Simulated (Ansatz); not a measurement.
Zn7NbO8 (defect cell, 16 atoms in the cell, total charge +1), run with Ansatz.

```
crystal:
  lattice:
    - [6.459848, 0.000000, 0.000000]
    - [0.000000, 5.594393, 0.000000]
    - [0.000000, 0.000000, 5.214519]
  atoms:
    - { symbol: Zn, position: [0.241624, 0.164570, 0.522289] }
    - { symbol: Zn, position: [0.988209, 0.646329, 0.492234] }
    - { symbol: Zn, position: [0.759250, 0.138228, 0.503466] }
    - { symbol: Zn, position: [0.008648, 0.335542, 0.017589] }
    - { symbol: Zn, position: [0.480574, 0.333377, 0.986809] }
    - { symbol: Zn, position: [0.261539, 0.829454, 0.981736] }
    - { symbol: Zn, position: [0.764166, 0.838138, 0.994026] }
    - { symbol: Nb, position: [0.499093, 0.680033, 0.457180] }
    - { symbol: O, position: [0.015485, 0.325664, 0.368422] }
    - { symbol: O, position: [0.509841, 0.341507, 0.377158] }
    - { symbol: O, position: [0.270782, 0.876289, 0.391899] }
    - { symbol: O, position: [0.754574, 0.856463, 0.368460] }
    - { symbol: O, position: [0.251978, 0.216053, 0.853935] }
    - { symbol: O, position: [0.017302, 0.649368, 0.875078] }
    - { symbol: O, position: [0.706942, 0.140169, 0.850737] }
    - { symbol: O, position: [0.489803, 0.649448, 0.891591] }
kpoints:
  mp_grid: { grid: [2, 2, 2], shift: [0.5, 0.5, 0.5] }
hamiltonian:
  xc: pbesol
total_charge: -1
scf:
  occupations: { method: fermi_dirac, width: 0.01 }
  max_iter: 4
output:
  forces: true
  eigenvalues: true
  stress: true
```

Launched with:
```bash
ansatz run in.yaml --threads 7 --pin off --max-ram 13300MiB --runs-dir r --events-out ev --progress --plain
```

Will this run converge, and how?

Not converged after 4 iterations. The residual is still falling at the last step (down to 0.023).

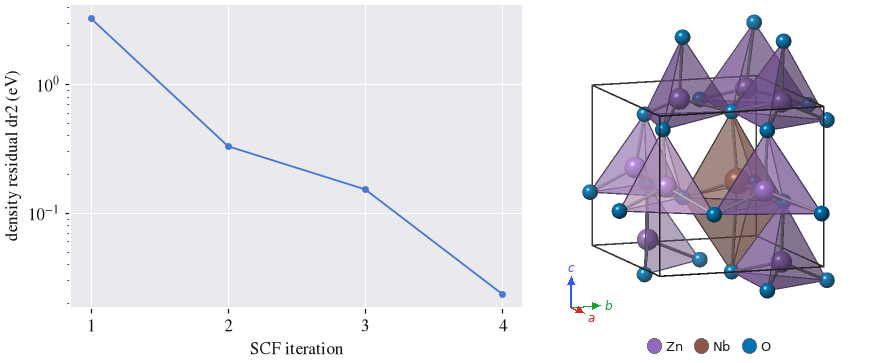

Beside the plot: the structure.

SCF iterations of a calculation: density residual dr2. The starting density is a sum of atomic densities corrected by a trained network.
